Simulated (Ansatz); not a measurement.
## Hypothetical rock salt GaAs, response to strain

Start from GaAs in the rock salt structure (space group Fm-3m, No. 225; a = 5.330 Å; a hypothetical phase, not in the database extracts checked; relaxed with 0.1 eV smearing).

Strains are applied to the cell and any free atomic positions relax.

Level of theory: r2SCAN (Ansatz, a program for electronic structure), no SOC, earlier PAW set.

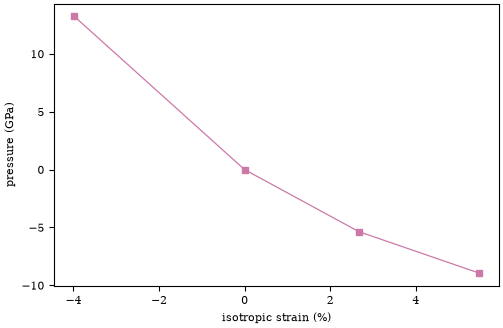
*Pressure against isotropic strain*

From the plot, what is the pressure for isotropic strain +2.67 %?

About -5 GPa.

Is the trend monotonic over the range shown?

Yes, it falls throughout, spanning -8.9 GPa to 13.2 GPa.

No phonon test of stability was made. All final runs are without spin polarisation.
